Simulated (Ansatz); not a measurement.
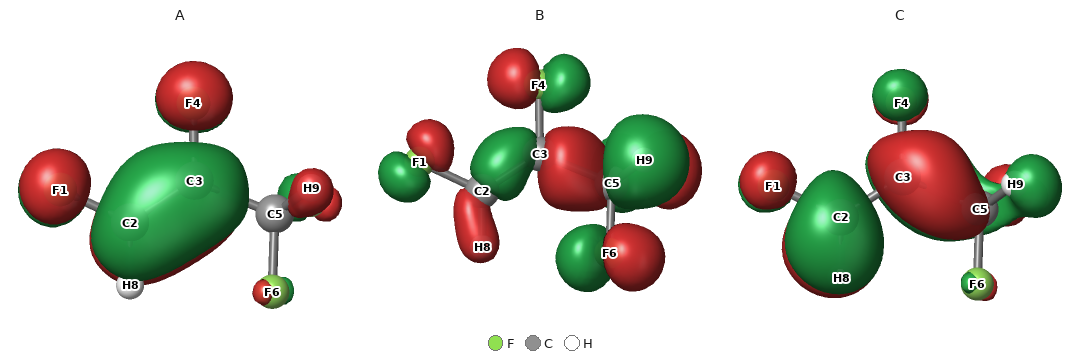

Figure 1: C3H2F4 (SMILES FC=C(F)C(F)F). Three frontier orbitals at ±0.1 Å⁻³ᐟ² (green and red are the two phases), in no order.

Geometry: PBE0-D4/def2-TZVP.

These are results of RKS PBE0-D4/def2-TZVPP in Ansatz, not measurements.

Input file:

```
crystal:
  periodic: [false, false, false]
  atoms:
    - {symbol: F, position_ang: [-1.079814, -0.292420, -2.309812]}
    - {symbol: C, position_ang: [-0.569980, 0.258535, -1.218095]}
    - {symbol: C, position_ang: [-0.066190, -0.473492, -0.239426]}
    - {symbol: F, position_ang: [-0.032890, -1.802817, -0.290669]}
    - {symbol: C, position_ang: [0.533033, 0.077388, 1.011232]}
    - {symbol: F, position_ang: [0.561896, 1.427280, 0.960981]}
    - {symbol: F, position_ang: [-0.212632, -0.285478, 2.083260]}
    - {symbol: H, position_ang: [-0.595726, 1.338372, -1.190177]}
    - {symbol: H, position_ang: [1.550902, -0.293665, 1.175708]}
basis:
  gaussian: {orbitals: def2-TZVPP}
hamiltonian: {xc: pbe0, dispersion: d4}
output: {orbitals: {seedname: orbitals}}
```

Run with:

```sh
ansatz run in.yaml --threads 4 --pin off --events-out ev --progress --plain --max-ram 10444MiB
```

Which picture is the HOMO−1, the HOMO and the LUMO?

B is the HOMO−1 (−10.31 eV). By Hirshfeld shares it lies mainly on F7 (about 20 %), F6 (about 15 %), C5 (about 15 %), C3 (about 15 %), F4 (about 10 %) and H9 (about 10 %). A is the HOMO (−8.04 eV). It lies mainly on C2 (about 35 %), C3 (about 35 %), F1 (about 15 %) and F4 (about 10 %); π-bonding across C2–C3. C is the LUMO (−0.33 eV). By Hirshfeld shares it lies mainly on C2 (about 35 %), C3 (about 30 %), C5 (about 10 %) and F1 (about 5 %); π-antibonding (π*) across C2–C3.

What is the HOMO–LUMO gap?

7.71 eV between the orbital energies.
